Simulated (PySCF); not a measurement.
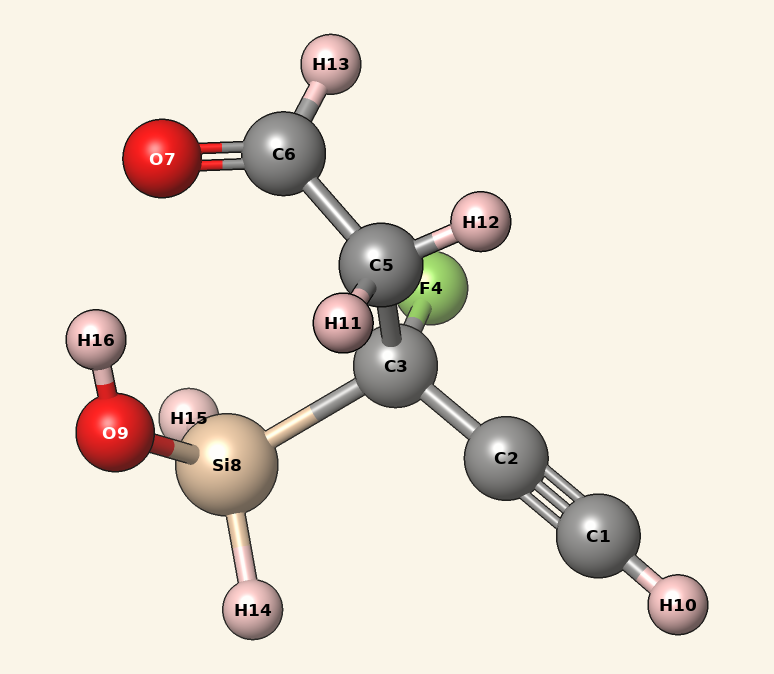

Atoms fade into the background with distance from the viewer. Computed geometry: GFN2-xTB optimisation. No frequency run is at hand to confirm it as a minimum.

### Find the stereocentres and stereogenic double bonds.

Centres: C3.

### What are the Cahn–Ingold–Prelog descriptors?

C3: S (priorities Si8 > F4 > C2 > C5).

### Give a SMILES with the stereochemistry.

C#C[C@](F)(CC=O)[SiH2]O
